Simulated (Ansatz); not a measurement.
System: C2H5AlF2 (SMILES [CH3][AlH][CH](F)F).

Input

```
crystal:
  periodic: [false, false, false]
  atoms:
    - {symbol: C, position_ang: [-1.149329, -0.976621, 0.786254]}
    - {symbol: Al, position_ang: [0.634075, -0.279121, 0.466767]}
    - {symbol: C, position_ang: [0.867935, 1.087571, -1.000540]}
    - {symbol: F, position_ang: [0.421787, 0.548175, -2.191189]}
    - {symbol: F, position_ang: [0.055188, 2.171963, -0.731838]}
    - {symbol: H, position_ang: [-1.169391, -2.065276, 0.671198]}
    - {symbol: H, position_ang: [-1.888936, -0.549808, 0.105648]}
    - {symbol: H, position_ang: [-1.471141, -0.767811, 1.811830]}
    - {symbol: H, position_ang: [1.918748, -0.717784, 1.291252]}
    - {symbol: H, position_ang: [1.864064, 1.497515, -1.206284]}
basis:
  gaussian: {orbitals: def2-TZVPP}
hamiltonian: {xc: pbe0, dispersion: d4}
output: {orbitals: {seedname: orbitals}}
```

Launched as:

```sh
ansatz run in.yaml --threads 4 --pin off --events-out ev --progress --plain --max-ram 10444MiB
```

Geometry: PBE0-D4/def2-TZVP.

Level of theory: Ansatz 0.2.0, RKS PBE0-D4/def2-TZVPP.

**What will maps of the electron density and electron localisation function show?**

C–Al (1.94 Å): ρ is about 0.74 e/Å³ halfway; the ELF peaks at about 0.95 between the atoms (a shared but strongly polarised pair).
C–H (1.09 Å): ρ is about 1.9 e/Å³ halfway; the ELF climbs to about 1 towards the hydrogen, as it does in any bond to H: an ordinary covalent bond to hydrogen.
C–Al (2.02 Å): ρ at the midpoint is about 0.72 e/Å³; the ELF peaks at about 1 between the atoms: a shared but strongly polarised pair.
Al–H (1.59 Å): ρ is about 0.56 e/Å³ halfway; the ELF climbs to about 1 towards the hydrogen.

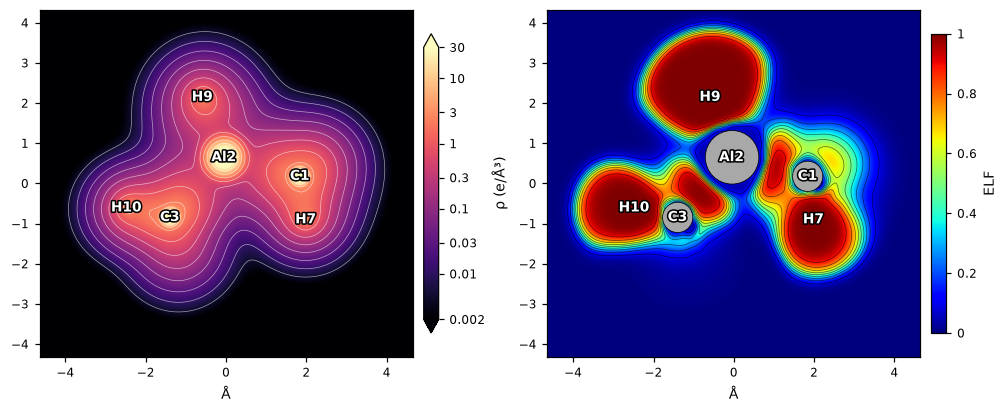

Computed electron density and electron localisation function on the plane of atoms Al2, C3 and H10, in this order. Grey discs cover the atomic cores in the ELF map. 
